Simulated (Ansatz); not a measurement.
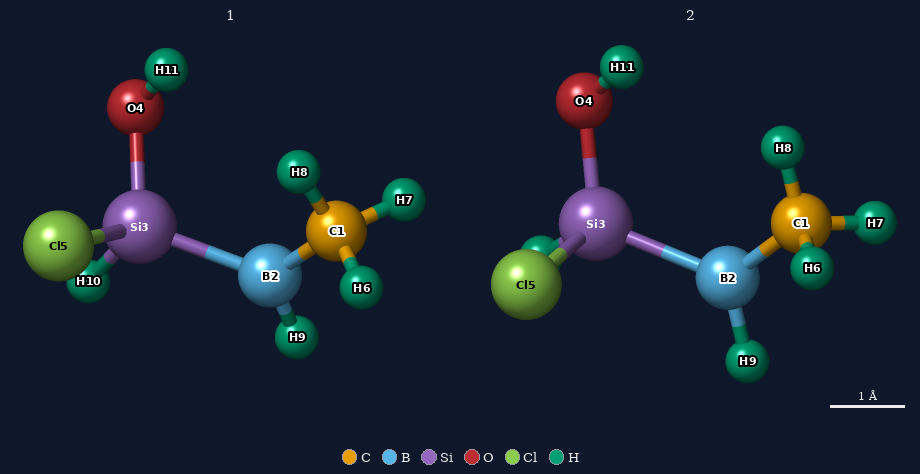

Two geometries of CH₆BClOSi (coarse preliminary run), drawn at one scale. One is the start of a relaxation, the other its converged end. A ball-and-stick model, seen at a tilt.

Computed with RKS PBE-D4/def2-SVP (Ansatz). Set-up: force threshold 0.03 eV/Å; at most 200 steps.

Which one is relaxed?

Answer. Structure 2 is the relaxed one. The start comes from a force field. The atom that moves furthest after the best rigid fit is Cl5 (0.58 Å). Largest moves by element: Cl 0.58 Å, H 0.57 Å, O 0.30 Å, Si 0.16 Å, C 0.13 Å, B 0.11 Å. Some distances before and after: B2–Si3 1.914 → 2.004 Å, B2–H9 1.138 → 1.221 Å, O4–H11 1.034 → 0.974 Å, C1–B2 1.520 → 1.564 Å. Among the angles between lasting bonds that change: B2–Si3–Cl5 109.9° → 93.5°, B2–Si3–H10 110.7° → 122.1°, Si3–O4–H11 106.0° → 114.2°. Groups turn about B2–Si3 by about 30°. Over 15 accepted moves (16 points after the start) the energy falls by 10.5 kcal/mol. Largest force component: 2.2 eV/Å at the start, 0.027 eV/Å at the end. The line search rejected the trial step at point 10 of the run. Cost: 26 s on 4 threads of Arm Neoverse V1, with other jobs on the host.
